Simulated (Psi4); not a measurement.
# C2HF (fluoroacetylene): a chain of runs, part 2 of 2

Psi4 1.11.

## Step 4: A single-point energy at MP2/cc-pVTZ (density fitting, density fitting for correlation) (run 3)

Contents of calc.py:

```python
import psi4

psi4.set_memory(1600000000)
psi4.set_num_threads(1)
psi4.core.set_output_file('psi4.out', False)

molecule = psi4.geometry("""
0 1
C     -0.69385263     0.87110327    -0.55776022
C      0.57339771    -0.72001778     0.46091743
F      1.91795485    -2.40856177     1.54164613
H     -1.82051113     2.28623980    -1.46332265
units au
""")

psi4.set_options(dict(freeze_core='true'))

e_tot, wfn = psi4.energy('mp2/cc-pVTZ', return_wfn=True)
print(f'total energy {e_tot:.8f} hartree = {e_tot * 27.211386:.5f} eV')
```

The run is started by

```sh
$ python calc.py
```

psi4.out (excerpt; [...] marks lines left out):

```text
[...]
  Running in c1 symmetry.
[...]
  Nuclear repulsion =   55.414755467770483
[...]
  Multiplicity = 1
[...]
  Nalpha       = 11
  Nbeta        = 11
[...]
    Number of basis functions: 104
[...]
   @DF-RHF iter   1:  -175.64919984725094   -7.27133e-01   3.62425e-03 DIIS/ADIIS
[...]
   @DF-RHF iter  11:  -175.71157479249092   -1.08002e-12   1.74666e-09 DIIS
[...]
    Orbital Energies [Eh]
    ---------------------
    Doubly Occupied:
       1A    -26.384763     2A    -11.342141     3A    -11.250393
       4A     -1.706349     5A     -1.048333     6A     -0.860475
       7A     -0.759752     8A     -0.759752     9A     -0.719547
      10A     -0.415100    11A     -0.415100
[...]
  @DF-RHF Final Energy:  -175.71157479249092
   => Energetics <=
    Nuclear Repulsion Energy =             55.4147554677704832
    One-Electron Energy =                -350.9292516659126591
    Two-Electron Energy =                 119.8029214056512473
    Total Energy =                       -175.7115747924909215
[...]
 Multipole Moments:
 ------------------------------------------------------------------------------------
     Multipole            Electronic (a.u.)      Nuclear  (a.u.)        Total (a.u.)
 ------------------------------------------------------------------------------------
 L = 1.  Multiply by 2.5417464519 to convert [e a0] to [Debye]
 Dipole X            :          1.6693664           -1.8582325           -0.1888660
 Dipole Y            :         -2.0963203            2.3335860            0.2372657
 Dipole Z            :          1.3418475           -1.4936422           -0.1517947
 Magnitude           :                                                    0.3391268
[...]
```

On the terminal:

```text
total energy -176.26325101 hartree = -4796.36736 eV
```

Wall time 1.9 s (1 thread of Intel Xeon 6975P-C (Granite Rapids), shared host); peak memory 0.23 GiB.

## Step 5: The vertical excitations at TD-PBE0/cc-pVDZ (density fitting, save jk yes) (run 4)

Contents of job.inp:

```
memory 1.6 GB

molecule geom {
  0 1
  C     -0.367171     0.460968    -0.295154
  C      0.303429    -0.381017     0.243907
  F      1.014938    -1.274556     0.815804
  H     -0.963373     1.209826    -0.774357
  symmetry c1
}

set globals {
  basis cc-pVDZ
  save_jk true
}

from psi4.driver.procrouting.response.scf_response import tdscf_excitations
e_tot, wfn = energy("pbe0", return_wfn=True)
states = tdscf_excitations(wfn, states=4, tda=False)
```

The run is started by

```sh
$ psi4 job.inp job.out -n 1
```

job.out:

```text
Psi4 1.11 release

   => Loading Basis Set <=

    Name: CC-PVDZ
    Role: ORBITAL
    Keyword: BASIS

         ---------------------------------------------------------
                                   SCF
                              RKS Reference
                        1 Threads,   1525 MiB Core
         ---------------------------------------------------------

  ==> Geometry <==

    Molecular point group: c1
    Full point group: C1

    Geometry (in Angstrom), charge = 0, multiplicity = 1:

       Center              X                  Y                   Z               Mass
    ------------   -----------------  -----------------  -----------------  -----------------
         C           -0.765896057886     0.961711297435    -0.615644837406    12.000000000000
         C           -0.095296057886     0.119726297435    -0.076583837406    12.000000000000
         F            0.616212942114    -0.773812702565     0.495313162594    18.998403162730
         H           -1.362098057886     1.710569297435    -1.094847837406     1.007825032230

  Running in c1 symmetry.

  Rotational constants: A = 254139553.20504  B =      0.32223  C =      0.32223 [cm^-1]
  Rotational constants: A = 7618912133036.03516  B =   9660.25993  C =   9660.25992 [MHz]
  Nuclear repulsion =   55.414755376848483

  Charge       = 0
  Multiplicity = 1
  Electrons    = 22
  Nalpha       = 11
  Nbeta        = 11

  ==> Algorithm <==

  SCF Algorithm Type is DF.
  DIIS enabled.
  MOM disabled.
  Fractional occupation disabled.
  Guess Type is SAD.
  Energy threshold   = 1.00e-06
  Density threshold  = 1.00e-06
  Integral threshold = 1.00e-12

  ==> Primary Basis <==

  Basis Set: CC-PVDZ
    Blend: CC-PVDZ
    Number of shells: 21
    Number of basis functions: 47
    Number of Cartesian functions: 50
    Spherical Harmonics?: true
    Max angular momentum: 2

  ==> DFT Potential <==

   => LibXC <=

    Version 7.1.2

   => Composite Functional: PBE0 <=

    PBE0 Hyb-GGA Exchange-Correlation Functional

    Deriv               =              1
    GGA                 =           TRUE
    Meta                =          FALSE

    Exchange Hybrid     =           TRUE
    MP2 Hybrid          =          FALSE

   => Exchange Functionals <=

    0.7500   Perdew, Burke & Ernzerhof

   => Exact (HF) Exchange <=

    0.2500               HF

   => Correlation Functionals <=

    1.0000   Perdew, Burke & Ernzerhof

   => LibXC Density Thresholds  <==

    XC_HYB_GGA_XC_PBEH:  1.00E-15

   => Molecular Quadrature <=

    Radial Scheme          =       TREUTLER
    Pruning Scheme         =           NONE
    Nuclear Scheme         =       TREUTLER

    Blocking Scheme        =         OCTREE
    BS radius alpha        =              1
    Pruning alpha          =              1
    Radial Points          =             75
    Spherical Points       =            302
    Total Points           =          86692
    Total Blocks           =            700
    Max Points             =            256
    Max Functions          =             47
    Weights Tolerance      =       1.00E-15

   => Loading Basis Set <=

    Name: (CC-PVDZ AUX)
    Role: JKFIT
    Keyword: DF_BASIS_SCF

  ==> Integral Setup <==

  DFHelper Memory: AOs need 0.005 GiB; user supplied 1.013 GiB.
  SCF_SUBTYPE=INCORE selected. In-core MEM_DF algorithm will be used.
  Using in-core AOs.

  ==> MemDFJK: Density-Fitted J/K Matrices <==

    J tasked:                   Yes
    K tasked:                   Yes
    wK tasked:                   No
    Memory [MiB]:              1037
    Algorithm:                 Core
    Schwarz Cutoff:           1E-12
    Mask sparsity (%):       0.0000
    Fitting Condition:        1E-10

   => Auxiliary Basis Set <=

  Basis Set: (CC-PVDZ AUX)
    Blend: CC-PVDZ-JKFIT
    Number of shells: 81
    Number of basis functions: 233
    Number of Cartesian functions: 268
    Spherical Harmonics?: true
    Max angular momentum: 3

  Cached 100.0% of DFT collocation blocks in 0.105 [GiB].

  Minimum eigenvalue in the overlap matrix is 1.2519212638E-03.
  Reciprocal condition number of the overlap matrix is 3.3769157070E-04.
    Using symmetric orthogonalization.

  ==> Pre-Iterations <==

  SCF Guess: Superposition of Atomic Densities via on-the-fly atomic UHF (no occupation information).

   -------------------------
    Irrep   Nso     Nmo
   -------------------------
     A         47      47
   -------------------------
    Total      47      47
   -------------------------

  ==> Iterations <==

                           Total Energy        Delta E     RMS |[F,P]|

   @DF-RKS iter SAD:  -175.94125957889406   -1.75941e+02   0.00000e+00
   @DF-RKS iter   1:  -176.20696149263321   -2.65702e-01   1.13254e-02 DIIS/ADIIS
   @DF-RKS iter   2:  -176.05137910554168    1.55582e-01   1.58460e-02 DIIS/ADIIS
   @DF-RKS iter   3:  -176.34166992837561   -2.90291e-01   4.12919e-03 DIIS/ADIIS
   @DF-RKS iter   4:  -176.36078540459286   -1.91155e-02   6.97634e-04 DIIS/ADIIS
   @DF-RKS iter   5:  -176.36120458349376   -4.19179e-04   3.83691e-04 DIIS/ADIIS
   @DF-RKS iter   6:  -176.36131207538034   -1.07492e-04   2.37653e-05 DIIS
   @DF-RKS iter   7:  -176.36131269859746   -6.23217e-07   3.43517e-06 DIIS
   @DF-RKS iter   8:  -176.36131271134428   -1.27468e-08   2.86671e-07 DIIS
  Energy and wave function converged.

  ==> Post-Iterations <==

   Electrons on quadrature grid:
      Ntotal   =   22.0000006111 ; deviation = 6.111e-07

    Orbital Energies [Eh]
    ---------------------

    Doubly Occupied:

       1A    -24.867659     2A    -10.330192     3A    -10.249548
       4A     -1.336658     5A     -0.791055     6A     -0.654662
       7A     -0.540724     8A     -0.537072     9A     -0.537072
      10A     -0.297558    11A     -0.297558

    Virtual:

      12A      0.069357    13A      0.069357    14A      0.073580
      15A      0.136657    16A      0.314392    17A      0.429153
      18A      0.468948    19A      0.468948    20A      0.585709
      21A      0.585709    22A      0.710857    23A      0.776682
      24A      1.000331    25A      1.000736    26A      1.000736
      27A      1.046718    28A      1.046718    29A      1.162321
      30A      1.256205    31A      1.299255    32A      1.299255
      33A      1.391288    34A      1.391288    35A      1.530745
      36A      1.530745    37A      1.966632    38A      2.152841
      39A      2.152841    40A      2.319030    41A      2.632964
      42A      3.167169    43A      3.519701    44A      3.519710
      45A      3.919317    46A      3.919317    47A      4.314084

    Final Occupation by Irrep:
              A
    DOCC [    11 ]
    NA   [    11 ]
    NB   [    11 ]

  @DF-RKS Final Energy:  -176.36131271134428

   => Energetics <=

    Nuclear Repulsion Energy =             55.4147553768484826
    One-Electron Energy =                -351.0842638845214765
    Two-Electron Energy =                 135.5423025243779591
    DFT Exchange-Correlation Energy =     -16.2341067280492162
    Empirical Dispersion Energy =           0.0000000000000000
    VV10 Nonlocal Energy =                  0.0000000000000000
    Total Energy =                       -176.3613127113442829

Computation Completed

Properties will be evaluated at   0.000000,   0.000000,   0.000000 [a0]

Properties computed using the SCF density matrix

 Multipole Moments:

 ------------------------------------------------------------------------------------
     Multipole            Electronic (a.u.)      Nuclear  (a.u.)        Total (a.u.)
 ------------------------------------------------------------------------------------

 L = 1.  Multiply by 2.5417464519 to convert [e a0] to [Debye]
 Dipole X            :          1.7508867           -1.8582325           -0.1073458
 Dipole Y            :         -2.1986962            2.3335860            0.1348898
 Dipole Z            :          1.4073730           -1.4936422           -0.0862692
 Magnitude           :                                                    0.1927713

 ------------------------------------------------------------------------------------

	total time  =          2 seconds =       0.03 minutes

******************************************************************************************
**********                               WARNING                                **********
**********       The names of excited state variables changed between 1.5       **********
**********     and 1.6. For a quick solution, remove the symmetry specifier     **********
**********   from the variable name. For full details, see 'Notes on Psivars'   **********
**********                        in the documentation.                         **********
******************************************************************************************

         ---------------------------------------------------------
                         TDSCF excitation energies
         ---------------------------------------------------------

  ==> Options <==

     Residual threshold  : 1.0000e-04
     Initial guess       : denominators
     Reference           : RHF
     Solver type         : RPA (Hamiltonian)

  ==> Requested Excitations <==

      4 singlet states with A symmetry

  ==> Seeking the lowest 4 singlet states with A symmetry

                        Generalized Hamiltonian Solver

  ==> Options <==

    Max number of iterations        = 60
    Eigenvector tolerance           = 1.0000e-04
    Max number of expansion vectors = 800

  => Iterations <=
                              Max[D[value]]     Max[|R|]   # vectors
  HamiltonianSolver iter   1:   3.13093e-01  1.59759e-01     16
  HamiltonianSolver iter   2:   4.33142e-03  3.41840e-02     24
  HamiltonianSolver iter   3:   1.22544e-04  8.04148e-03     32
  HamiltonianSolver iter   4:   4.75624e-06  2.38141e-03     40
  HamiltonianSolver iter   5:   2.95139e-07  3.69664e-04     42
  HamiltonianSolver iter   6:   5.67818e-09  8.11200e-05     44      Converged

******************************************************************************************
**********                               WARNING                                **********
**********  Length-gauge rotatory strengths are **NOT** gauge-origin invariant  **********
******************************************************************************************

                                    Excitation Energy         Total Energy        Oscillator Strength             Rotatory Strength
     #   Sym: GS->ES (Trans)        au              eV              au          au (length)    au (velocity)    au (length)    au (velocity)
    ---- -------------------- --------------- --------------- --------------- --------------- --------------- --------------- ---------------
     1        A->A (1 A)       0.27058         7.36298        -176.09073       0.0000          0.0000          0.0000         -0.0000
     2        A->A (1 A)       0.28234         7.68286        -176.07897       0.0000          0.0000         -0.0000         -0.0000
     3        A->A (1 A)       0.28234         7.68286        -176.07897       0.0000          0.0000         -0.0000         -0.0000
     4        A->A (1 A)       0.30863         8.39837        -176.05268       0.0166          0.0090          0.0000          0.0000

Contributing excitations and de-excitations
Only contributions with abs(coeff) > 1.00e-01 will be printed:

Excited State    1 (1 A):   0.27058 au   168.39 nm f = 0.0000
  Sums of squares: Xssq =  1.001555e+00; Yssq =  1.554527e-03; Xssq - Yssq =  1.000000e+00
     10a  ->  13a     0.705745 (49.808%)
     11a  ->  12a    -0.705746 (49.808%)

Excited State    2 (1 A):   0.28234 au   161.38 nm f = 0.0000
  Sums of squares: Xssq =  1.000227e+00; Yssq =  2.267902e-04; Xssq - Yssq =  1.000000e+00
     10a  ->  12a    -0.706030 (49.848%)
     11a  ->  13a     0.706030 (49.848%)

Excited State    3 (1 A):   0.28234 au   161.38 nm f = 0.0000
  Sums of squares: Xssq =  1.000227e+00; Yssq =  2.267821e-04; Xssq - Yssq =  1.000000e+00
     10a  ->  13a     0.706031 (49.848%)
     11a  ->  12a     0.706030 (49.848%)

Excited State    4 (1 A):   0.30863 au   147.63 nm f = 0.0166
  Sums of squares: Xssq =  1.001688e+00; Yssq =  1.688051e-03; Xssq - Yssq =  1.000000e+00
     10a  ->  14a     0.254926 ( 6.499%)
     11a  ->  14a     0.952963 (90.814%)
     11a  ->  15a     0.149553 ( 2.237%)

******************************************************************************************
**********                               WARNING                                **********
**********       The names of excited state variables changed between 1.5       **********
**********     and 1.6. For a quick solution, remove the symmetry specifier     **********
**********   from the variable name. For full details, see 'Notes on Psivars'   **********
**********                        in the documentation.                         **********
******************************************************************************************

    Psi4 run time: 0:00:04.79
```

It took 6 s on 1 thread of Intel Xeon 6975P-C (Granite Rapids), shared host; peak memory 0.33 GiB.

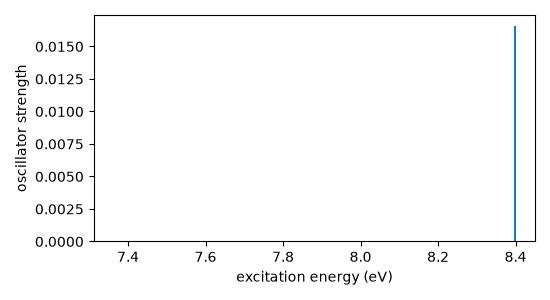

Vertical excitations as sticks.

The roots found:

| excited state | energy (eV) | strength | label |
| --- | --- | --- | --- |
| 1 | 7.363 | 0.0000 | A 1 |
| 2 | 7.683 | 0.0000 | A 1 |
| 3 | 7.683 | 0.0000 | A 1 |
| 4 | 8.398 | 0.0166 | A 1 |

## Step 6: Outcome

What follows sums up all 2 parts.

| quantity | value |
| --- | --- |
| run 1, PBE0/cc-pVDZ: total energy at the end | -176.36131 Eh |
| run 1, PBE0/cc-pVDZ: dipole moment | 0.49 D |
| run 1, PBE0/cc-pVDZ: HOMO energy | -8.10 eV |
| run 1, PBE0/cc-pVDZ: LUMO energy | 1.89 eV |
| run 1, PBE0/cc-pVDZ: HOMO–LUMO gap | 9.98 eV |
| run 2, PBE0/cc-pVDZ: lowest harmonic wavenumber | 423 cm⁻¹ |
| run 2, PBE0/cc-pVDZ: highest harmonic wavenumber | 3527 cm⁻¹ |
| run 2, PBE0/cc-pVDZ: zero-point energy | 54.4 kJ/mol |
| run 2, PBE0/cc-pVDZ: ideal-gas entropy at 298.15 K (symmetry number 1 as used) | 54.7 cal/(mol K) |
| run 3, MP2/cc-pVTZ: total energy | -176.26325 Eh |
| run 3, MP2/cc-pVTZ: HOMO energy (Hartree–Fock orbitals) | -11.30 eV |
| run 3, MP2/cc-pVTZ: LUMO energy (Hartree–Fock orbitals) | 4.16 eV |
| run 3, MP2/cc-pVTZ: HOMO–LUMO gap (Hartree–Fock orbitals) | 15.45 eV |
| run 3, MP2/cc-pVTZ: correlation energy (3 core orbitals frozen) | -551.7 mEh |
| run 4, TD-PBE0/cc-pVDZ: ground-state or mean-field energy | -176.36131 Eh |
| run 4, TD-PBE0/cc-pVDZ: dipole moment (PBE0 Kohn–Sham density) | 0.49 D |
| run 4, TD-PBE0/cc-pVDZ: HOMO energy (PBE0 Kohn–Sham orbitals) | -8.10 eV |
| run 4, TD-PBE0/cc-pVDZ: LUMO energy (PBE0 Kohn–Sham orbitals) | 1.89 eV |
| run 4, TD-PBE0/cc-pVDZ: HOMO–LUMO gap (PBE0 Kohn–Sham orbitals) | 9.98 eV |
| run 4, TD-PBE0/cc-pVDZ: lowest excitation energy | 7.36 eV |

**Reading.** The optimisation (run 1, PBE0/cc-pVDZ) took 4 steps and changed the energy by -0.010 eV. All 7 modes (run 2, PBE0/cc-pVDZ) are real, so the shape is a minimum at this level. The brightest of the 4 transitions from the ground state lies at 8.40 eV (148 nm, f = 0.017); the lowest, at 7.36 eV, has f = 0.000. The basis has no diffuse functions, so Rydberg states are missing or pushed up, and the true lowest state may lie lower. Roots above 8.1 eV lie over the negative of the HOMO energy, where those of Rydberg kind are poorly described; valence roots are less touched.
